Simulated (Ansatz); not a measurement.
# Run report: C$_{2}$H$_{11}$B$_{2}$NSi, geometry relaxation (part 2 of 2)

Continued. System: C$_{2}$H$_{11}$B$_{2}$NSi, SMILES BC(B)(N)[SiH2]C. Method: RKS PBE/def2-SVP (Ansatz 0.2.0). It belongs to a series of runs on one base structure; here: end point B relaxed.

Geometry of the input (Å):
```
B  -1.7275  -0.5675  -0.1174
C  -0.2367  -0.8138  0.1664
B  0.4042  -1.3622  -1.1873
N  -0.0395  -1.8044  1.2257
Si 0.6202  0.7870  0.6603
C  0.4895  2.1207  -0.6515
H  -2.5924  -1.0764  0.4885
H  -2.0540  0.2586  -0.9808
H  0.4291  -0.6986  -2.1200
H  0.9440  -2.4308  -1.1723
H  -0.9916  -2.3338  1.3833
H  0.6660  -2.4840  1.0284
H  -0.0543  1.3265  1.8941
H  2.0126  0.5347  0.9629
H  0.9712  1.7279  -1.5768
H  1.0090  3.0604  -0.2873
H  -0.5658  2.3608  -0.8501
```

**Trajectory as extended XYZ (Å, eV, eV/Å), 6 of the 10 frames kept, from step=1 to step=10**
```
17
Properties=species:S:1:pos:R:3:forces:R:3 step=1 energy=-12954.07881
B    -1.7275   -0.5675   -0.1174    0.7061   1.8072  -1.5303
C    -0.2367   -0.8138    0.1664   -0.2520  -3.1016  -0.7734
B     0.4042   -1.3622   -1.1873   -0.6114   0.5253   1.7170
N    -0.0395   -1.8044    1.2257   -2.8491  -0.0417   1.6579
Si    0.6202    0.7870    0.6603   -0.9235   1.2516   0.1672
C     0.4895    2.1207   -0.6515    0.6691   0.3567   0.0826
H    -2.5924   -1.0764    0.4885   -0.6885  -0.7667   0.6047
H    -2.0540    0.2586   -0.9808    0.0721  -0.2572   0.3110
H     0.4291   -0.6986   -2.1200    0.1614   1.0302  -1.6357
H     0.9440   -2.4308   -1.1723    0.0688  -0.4691  -0.0339
H    -0.9916   -2.3338    1.3833    2.2702   1.1003  -0.0737
H     0.6660   -2.4840    1.0284    0.8527  -0.7156  -0.3499
H    -0.0543    1.3265    1.8941    0.0328  -0.1962   0.1112
H     2.0126    0.5347    0.9629    1.0337  -0.3591   0.2316
H     0.9712    1.7279   -1.5768   -0.1033   0.3975   0.0399
H     1.0090    3.0604   -0.2873   -0.2617  -0.6251  -0.3802
H    -0.5658    2.3608   -0.8501   -0.1774   0.0637  -0.1461
17
Properties=species:S:1:pos:R:3:forces:R:3 step=3 energy=-12954.78324
B    -1.7196   -0.5663   -0.2119    0.0867   0.0979   0.2493
C    -0.2752   -0.9659    0.1479   -0.0182  -0.5839   0.2136
B     0.3667   -1.3352   -1.2161    0.0509   0.0836   0.3522
N    -0.0033   -1.7708    1.3475   -0.1363   0.1298  -0.7594
Si    0.5497    0.7461    0.6199    0.1145   0.2007   0.0519
C     0.4904    2.1320   -0.6648   -0.0373  -0.0277  -0.0607
H    -2.6279   -1.1287    0.3896    0.0213   0.0200  -0.1158
H    -1.9854    0.3248   -0.9961    0.0540  -0.1082  -0.0596
H     0.4518   -0.5579   -2.1487   -0.0965  -0.0494   0.0470
H     0.8732   -2.4461   -1.2980   -0.0253   0.0423  -0.0958
H    -0.8580   -2.2323    1.6895    0.0590   0.1470   0.0948
H     0.6984   -2.4975    1.1478   -0.0256   0.0805   0.0591
H    -0.1105    1.1997    1.8948   -0.0242  -0.0303  -0.0408
H     1.9856    0.4138    0.9428   -0.0531  -0.0039  -0.0289
H     0.9871    1.8417   -1.6123   -0.0075  -0.0125   0.0332
H     1.0142    3.0246   -0.2666    0.0158   0.0148   0.0488
H    -0.5532    2.4231   -0.8992    0.0217  -0.0007   0.0112
17
Properties=species:S:1:pos:R:3:forces:R:3 step=5 energy=-12954.83302
B    -1.7184   -0.5861   -0.2094    0.0959  -0.0769   0.0511
C    -0.2967   -1.0584    0.1349    0.0422   0.0244  -0.1137
B     0.3752   -1.3512   -1.2178   -0.0369   0.0513   0.1345
N     0.0146   -1.7858    1.3268   -0.1682  -0.0335  -0.1844
Si    0.5165    0.7102    0.5443    0.1782   0.1661   0.2569
C     0.4995    2.1751   -0.6485   -0.0979  -0.1445  -0.1906
H    -2.6603   -1.0968    0.3747   -0.0400   0.0241   0.0357
H    -1.9277    0.2896   -1.0243    0.0308  -0.0235  -0.0393
H     0.3535   -0.5589   -2.1389   -0.0437   0.0062   0.0234
H     0.9718   -2.4074   -1.3516    0.0295  -0.0187  -0.0207
H    -0.8084   -2.0680    1.8697    0.0344   0.0212   0.0301
H     0.6633   -2.5692    1.1939   -0.0069   0.0489  -0.0156
H    -0.1397    1.1181    1.8314   -0.0846  -0.0025   0.0554
H     1.9401    0.3644    0.8695    0.0895  -0.0351  -0.0157
H     1.0267    1.9067   -1.5852   -0.0128   0.0735  -0.0439
H     1.0115    3.0540   -0.2007   -0.0113  -0.1228   0.0726
H    -0.5375    2.4688   -0.9028    0.0018   0.0415  -0.0360
17
Properties=species:S:1:pos:R:3:forces:R:3 step=6 energy=-12954.82101 accepted=F
B    -1.7331   -0.5560   -0.2158   -0.1145   0.0557   0.1437
C    -0.3220   -1.0713    0.0860    0.0591   0.1285   0.0225
B     0.4043   -1.3233   -1.2385    0.1603  -0.0973  -0.0126
N    -0.0292   -1.8089    1.2599    0.1419  -0.0712   0.3816
Si    0.5346    0.6887    0.5779   -0.2047  -0.1645  -0.2455
C     0.4794    2.1217   -0.6554    0.1274   0.1246   0.1894
H    -2.6594   -0.9333    0.4898   -0.0045  -0.0501  -0.0727
H    -1.9557    0.2402   -1.1038    0.0539   0.0394   0.0067
H     0.3191   -0.5639   -2.1801   -0.0126   0.0707   0.0252
H     1.1174   -2.3113   -1.3394   -0.0403  -0.0348  -0.0310
H    -0.7993   -2.0114    1.9037    0.0209   0.0110  -0.1398
H     0.6712   -2.5535    1.2011   -0.0941   0.0677  -0.0890
H    -0.1451    1.0694    1.8683   -0.0096  -0.0054  -0.0638
H     1.9604    0.3233    0.8981   -0.0371  -0.0131  -0.0540
H     1.0145    1.8814   -1.5934    0.0117  -0.0348  -0.0170
H     0.9833    2.9951   -0.1855   -0.0225  -0.0023  -0.0535
H    -0.5564    2.4184   -0.9068   -0.0351  -0.0240   0.0096
17
Properties=species:S:1:pos:R:3:forces:R:3 step=8 energy=-12954.85167
B    -1.7087   -0.5668   -0.2070    0.0028  -0.0030   0.0058
C    -0.2952   -1.0594    0.1262    0.0174   0.0228   0.0249
B     0.3964   -1.3377   -1.2134   -0.0020   0.0017   0.0012
N    -0.0021   -1.7966    1.3112   -0.0027  -0.0163  -0.0086
Si    0.5302    0.7063    0.5647   -0.0030  -0.0101  -0.0096
C     0.4777    2.1433   -0.6601    0.0046  -0.0042  -0.0092
H    -2.6576   -1.0241    0.4122   -0.0055   0.0007   0.0001
H    -1.9022    0.2801   -1.0549   -0.0031   0.0015  -0.0044
H     0.3515   -0.5401   -2.1275    0.0045   0.0049  -0.0042
H     1.0198   -2.3790   -1.3555    0.0010  -0.0017  -0.0023
H    -0.8184   -2.0577    1.8718   -0.0010   0.0004   0.0023
H     0.6465   -2.5790    1.1846   -0.0015   0.0019   0.0030
H    -0.1445    1.1081    1.8486   -0.0013  -0.0021  -0.0024
H     1.9614    0.3571    0.8721   -0.0033   0.0002   0.0001
H     0.9958    1.8936   -1.6065   -0.0036   0.0002  -0.0017
H     0.9949    3.0134   -0.2031   -0.0031  -0.0027   0.0058
H    -0.5613    2.4434   -0.8973    0.0000   0.0059  -0.0007
17
Properties=species:S:1:pos:R:3:forces:R:3 step=10 energy=-12954.85182
B    -1.7064   -0.5683   -0.2050    0.0020   0.0042  -0.0076
C    -0.2927   -1.0596    0.1306   -0.0001  -0.0035   0.0017
B     0.3967   -1.3368   -1.2108   -0.0025   0.0065  -0.0027
N    -0.0034   -1.8029    1.3118    0.0032   0.0022   0.0043
Si    0.5290    0.7087    0.5635   -0.0031  -0.0090  -0.0055
C     0.4771    2.1440   -0.6635   -0.0009   0.0012   0.0003
H    -2.6578   -1.0274    0.4094    0.0041  -0.0001   0.0016
H    -1.8987    0.2808   -1.0514   -0.0009   0.0004  -0.0004
H     0.3576   -0.5344   -2.1214    0.0000  -0.0011  -0.0004
H     1.0148   -2.3806   -1.3587   -0.0022   0.0021   0.0034
H    -0.8202   -2.0633    1.8718   -0.0002  -0.0010   0.0001
H     0.6453   -2.5848    1.1846    0.0002  -0.0010   0.0007
H    -0.1463    1.1128    1.8462   -0.0010   0.0012   0.0021
H     1.9600    0.3622    0.8736    0.0020  -0.0003   0.0013
H     0.9896    1.8932   -1.6125   -0.0001  -0.0011   0.0011
H     1.0003    3.0106   -0.2065    0.0000  -0.0007  -0.0004
H    -0.5611    2.4510   -0.8957   -0.0007  -0.0001   0.0004
```

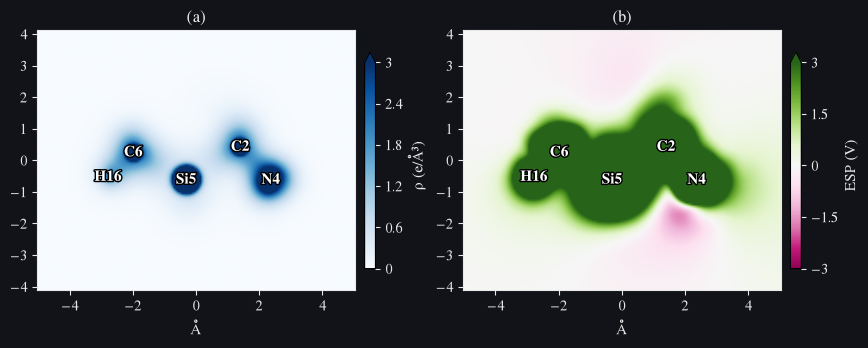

(a) total electron density; (b) molecular electrostatic potential on the plane of atoms C2, Si5 and C6. The section cuts through C, N, Si and H sites. C–N (1.43 Å): ρ at the midpoint is about 2 e/Å³. C–Si (1.89 Å): ρ at the midpoint is about 0.93 e/Å³. C–Si (2.00 Å): ρ is about 0.67 e/Å³ halfway. C–H (1.11 Å): ρ is about 1.8 e/Å³ halfway.

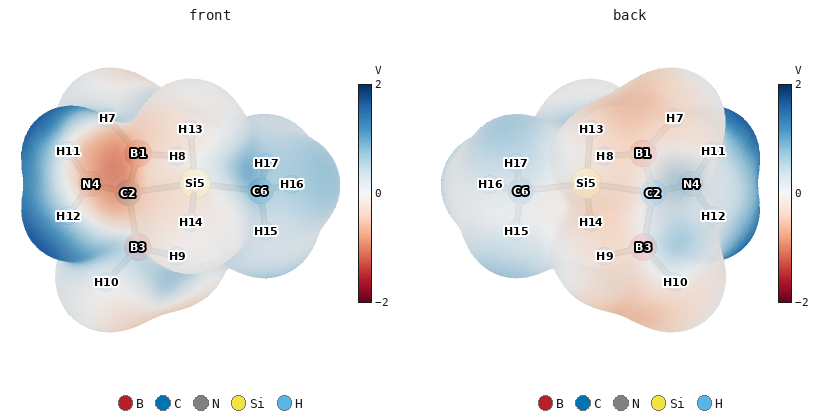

The molecular electrostatic potential painted on the density surface at 0.002 e/bohr³, seen face on and from behind; red is negative and blue positive.

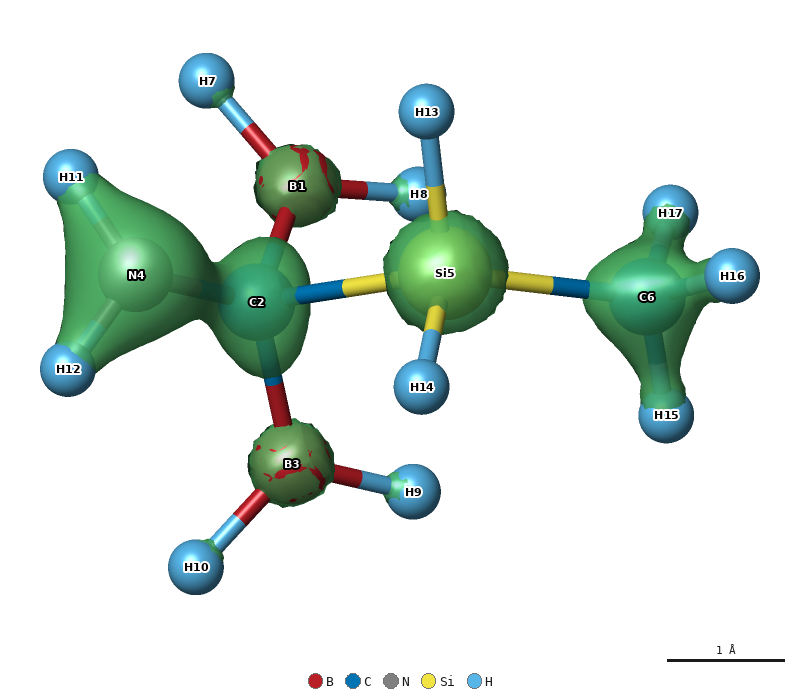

Isosurface of the total electron density at 1.5 e/Å³ (green), seen face on. At this value the surface falls into eleven separate pieces. It is pinched off along the C–B (1.53 Å) and C–Si (1.89 Å) contacts. On the grid the lowest density along these lines, outside the cores, is 1.9 e/Å³ (C–N, 1.43 Å), 1.2 e/Å³ (C–B, 1.53 Å), 0.78 e/Å³ (C–Si, 1.89 Å) and 2.2 e/Å³ (N–H, 1.02 Å).

**Key numbers**

```csv
quantity,value
outcome,converged
total energy,−12954.8519 eV
mean-field energy,−12954.8519 eV
largest force (length of the vector) at the end,0.011 eV/Å
hardware,"2 threads of Arm Neoverse V2, 24 GiB of memory available, shared host"
wall time,34 s (CPU time 67 s)
peak memory,0.2 GiB
```
